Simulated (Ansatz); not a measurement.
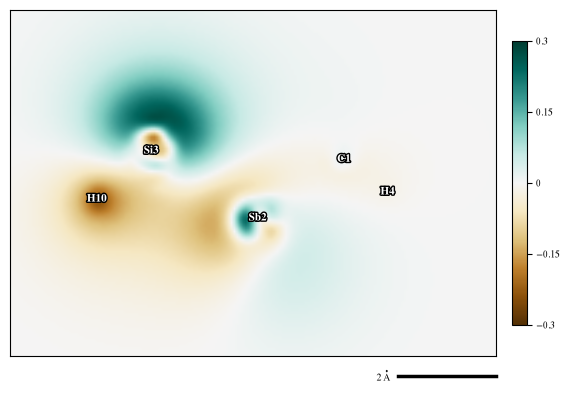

*CH7SbSi (SMILES [CH3][SbH2+][SiH2]) (charge +1, doublet). The LUMO (β) on the plane of atoms Sb2, C1 and H4 (values in Å⁻³ᐟ²; the overall sign is arbitrary).*

Geometry: PBE0-D3(BJ)/def2-SVP; core potentials replace the inner electrons of Sb.

Computed with isolated molecule in a Gaussian basis; Kohn-Sham density functional theory, functional PBE0 (Ansatz 0.2.0).

```xyz
10

C    -2.5226   -1.1340    0.7654
Sb   -0.6971   -0.0621    0.6290
Si    1.3893   -1.5438    0.9066
H    -3.3496   -0.4305    0.6003
H    -2.5926   -1.5796    1.7665
H    -2.5254   -1.9174   -0.0038
H    -0.6721    0.6921   -0.8733
H    -0.7883    1.2172    1.7230
H     1.2394   -2.2159    2.2268
H     2.5687   -0.6477    0.7589
```

**Describe this orbital and give its energy.**

By Hirshfeld shares it lies mainly on Si3 (about 70 %) and Sb2 (about 15 %). Its energy is −7.92 eV.
